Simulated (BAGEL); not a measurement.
# CH3BClNO (SMILES [H]/N=C\B(O)Cl) at HF/STO-3G (density fitting with qzvpp-jkfit)

Aim: the vertical ionisation energy of CH3BClNO at HF/STO-3G (density fitting with qzvpp-jkfit), from 2 runs. 

The calculation is run with BAGEL 1.2.2.

## 1. The structure to begin with

CH3BClNO has 8 atoms, charge 0, and is taken as a singlet. SMILES: `[H]/N=C\B(O)Cl`. The shape is that of a PBE0-D4/def2-TZVP optimisation. This is one conformer, not always the lowest.

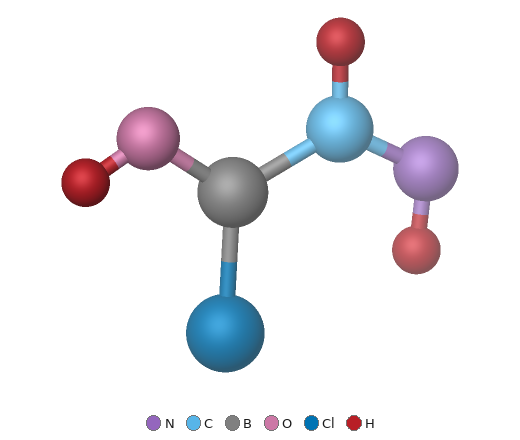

Viewed from a chosen angle; nitrogen purple, carbon blue, boron grey, oxygen pink, chlorine blue, hydrogen red.

## 2. A single-point energy at HF/STO-3G (density fitting with qzvpp-jkfit)

Contents of calc.json:

```json
{ "bagel": [

{
  "title": "molecule",
  "basis": "sto-3g",
  "df_basis": "qzvpp-jkfit",
  "angstrom": "true",
  "geometry": [
    { "atom": "N", "xyz": [      -0.428500,       1.745600,       0.743700 ] },
    { "atom": "C", "xyz": [      -0.322700,       0.482100,       0.812400 ] },
    { "atom": "B", "xyz": [       0.172300,      -0.471900,      -0.334000 ] },
    { "atom": "O", "xyz": [       0.230100,      -1.793200,      -0.105500 ] },
    { "atom": "Cl", "xyz": [       0.644400,       0.203500,      -1.901500 ] },
    { "atom": "H", "xyz": [      -0.141000,       2.072800,      -0.183700 ] },
    { "atom": "H", "xyz": [      -0.604600,       0.018200,       1.764400 ] },
    { "atom": "H", "xyz": [       0.542100,      -2.314100,      -0.851700 ] }
  ]
},

{
  "title": "hf"
},

{
  "title": "print",
  "file": "orbitals.molden",
  "orbitals": "true"
}

]}
```

Command:

```console
BAGEL_NUM_THREADS=1 BAGEL calc.json > calc.out
```

The log of the run:

```text
* using 1 threads per process

  ===============================================================
  ===============================================================

  *** Geometry ***

  { "atom" : "N", "xyz" : [     -0.809748,      3.298706,      1.405389 ] },
  { "atom" : "C", "xyz" : [     -0.609815,      0.911037,      1.535214 ] },
  { "atom" : "B", "xyz" : [      0.325600,     -0.891762,     -0.631169 ] },
  { "atom" : "O", "xyz" : [      0.434826,     -3.388657,     -0.199366 ] },
  { "atom" : "Cl", "xyz" : [      1.217740,      0.384559,     -3.593314 ] },
  { "atom" : "H", "xyz" : [     -0.266451,      3.917024,     -0.347143 ] },
  { "atom" : "H", "xyz" : [     -1.142528,      0.034393,      3.334233 ] },
  { "atom" : "H", "xyz" : [      1.024421,     -4.373015,     -1.609480 ] },

  Number of auxiliary basis functions:      486

  Since a DF basis is specified, we compute 2- and 3-index integrals:
    o Being stored without compression. Storage requirement is 0.004 GB

  Number of basis functions:       32
  Number of electrons      :       46

    * METHOD: MOLECULE                             0.12

  *** RHF ***

  === Nuclear Repulsion ===
   190.5649547877

      * DIIS with orbital gradients will be used.

  === RHF iteration (sto-3g) ===
      0       -645.61910423          0.01996112           0.02
      1       -645.71680176          0.01048278           0.01
      2       -645.74475193          0.00155610           0.01
      3       -645.74601116          0.00050284           0.01
      4       -645.74614678          0.00018425           0.01
      5       -645.74617293          0.00004918           0.01
      6       -645.74617484          0.00000750           0.01
      7       -645.74617488          0.00000198           0.01
      8       -645.74617488          0.00000056           0.01
      9       -645.74617488          0.00000021           0.01
     10       -645.74617488          0.00000009           0.01
     11       -645.74617488          0.00000003           0.01
     12       -645.74617488          0.00000001           0.01
     13       -645.74617488          0.00000000           0.01
    * SCF iteration converged.

    * Permanent dipole moment:
           (   -0.194927,     0.982548,     0.269968) a.u.

    * METHOD: HF                                   0.27

    * METHOD: PRINT                                0.00

  ===============================================================
```

Run time: 0.52 s. Hardware: 1 thread of Intel Xeon 6975P-C (Granite Rapids), shared host.

## 3. The doublet cation

Contents of job.json:

```json
{ "bagel" : [

{
  "title" : "molecule",
  "basis" : "sto-3g",
  "df_basis" : "qzvpp-jkfit",
  "angstrom" : true,
  "geometry" : [
    { "atom" : "N", "xyz" : [   -0.428500,    1.745600,    0.743700 ] },
    { "atom" : "C", "xyz" : [   -0.322700,    0.482100,    0.812400 ] },
    { "atom" : "B", "xyz" : [    0.172300,   -0.471900,   -0.334000 ] },
    { "atom" : "O", "xyz" : [    0.230100,   -1.793200,   -0.105500 ] },
    { "atom" : "Cl", "xyz" : [    0.644400,    0.203500,   -1.901500 ] },
    { "atom" : "H", "xyz" : [   -0.141000,    2.072800,   -0.183700 ] },
    { "atom" : "H", "xyz" : [   -0.604600,    0.018200,    1.764400 ] },
    { "atom" : "H", "xyz" : [    0.542100,   -2.314100,   -0.851700 ] }
  ]
},
{ "title" : "uhf", "charge" : 1, "nopen" : 1 },
{ "title" : "print", "file" : "orbitals.molden", "orbitals" : true }

]}
```

Command:

```console
BAGEL_NUM_THREADS=1 BAGEL job.json > job.out
```

The log of the run:

```text
* using 1 threads per process

  ===============================================================
  ===============================================================

  *** Geometry ***

  { "atom" : "N", "xyz" : [     -0.809748,      3.298706,      1.405389 ] },
  { "atom" : "C", "xyz" : [     -0.609815,      0.911037,      1.535214 ] },
  { "atom" : "B", "xyz" : [      0.325600,     -0.891762,     -0.631169 ] },
  { "atom" : "O", "xyz" : [      0.434826,     -3.388657,     -0.199366 ] },
  { "atom" : "Cl", "xyz" : [      1.217740,      0.384559,     -3.593314 ] },
  { "atom" : "H", "xyz" : [     -0.266451,      3.917024,     -0.347143 ] },
  { "atom" : "H", "xyz" : [     -1.142528,      0.034393,      3.334233 ] },
  { "atom" : "H", "xyz" : [      1.024421,     -4.373015,     -1.609480 ] },

  Number of auxiliary basis functions:      486

  Since a DF basis is specified, we compute 2- and 3-index integrals:
    o Being stored without compression. Storage requirement is 0.004 GB

  Number of basis functions:       32
  Number of electrons      :       46

    * METHOD: MOLECULE                             0.16

  *** Open-shell HF ***

  === Nuclear Repulsion ===
   190.5649547877

      * DIIS with orbital gradients will be used.

  === UHF iteration (sto-3g) ===
      0       -645.28427112          0.04228799           0.03
      1       -645.41072045          0.02815751           0.03
      2       -645.44472027          0.01797386           0.03
      3       -645.46897624          0.00451143           0.03
      4       -645.47518403          0.00257779           0.03
      5       -645.47935715          0.00062637           0.03
      6       -645.48021992          0.00037469           0.03
      7       -645.48112939          0.00024522           0.03
      8       -645.48158727          0.00022761           0.03
      9       -645.48250640          0.00023066           0.03
     10       -645.48348856          0.00021430           0.03
     11       -645.48423676          0.00012659           0.03
     12       -645.48423904          0.00010268           0.03
     13       -645.48418986          0.00012964           0.03
     14       -645.48425734          0.00004136           0.03
     15       -645.48425787          0.00000596           0.03
     16       -645.48425805          0.00000429           0.03
     17       -645.48425805          0.00000358           0.03
     18       -645.48425821          0.00000236           0.03
     19       -645.48425833          0.00000058           0.03
     20       -645.48425833          0.00000038           0.03
     21       -645.48425833          0.00000012           0.03
     22       -645.48425833          0.00000008           0.03
     23       -645.48425833          0.00000005           0.02
     24       -645.48425833          0.00000001           0.03
    * SCF iteration converged.

    * S^2 (UHF) is 1.0012

    * Permanent dipole moment:
           (    0.701436,    -0.876010,    -1.769058) a.u.

    * METHOD: UHF                                  0.72

    * METHOD: PRINT                                0.00

  ===============================================================
```

Run time: 1 s. Hardware: 1 thread of Intel Xeon 6975P-C (Granite Rapids), shared host.

## 4. Outcome

Level: HF/STO-3G (density fitting with qzvpp-jkfit).

| quantity | value |
| --- | --- |
| singlet CH3BClNO: total energy | -645.74617 Eh |
| singlet CH3BClNO: dipole moment | 2.64 D |
| singlet CH3BClNO: HOMO energy | -9.45 eV |
| singlet CH3BClNO: LUMO energy | 5.35 eV |
| singlet CH3BClNO: HOMO–LUMO gap | 14.80 eV |
| doublet cation: total energy | -645.48426 Eh |
| doublet cation: ⟨S²⟩ | 1.001 |
| vertical ionisation energy (to the doublet cation) | 7.127 eV |

The vertical ionisation energy comes to 7.13 eV (164 kcal/mol). The negative HOMO energy of the first species, 9.45 eV, lies 2.32 eV above that difference. In a minimal basis such a difference can be off by several eV, whatever the method. ⟨S²⟩ (doublet cation) is 1.00 where a pure doublet has 0.75: the reference is spin-contaminated.
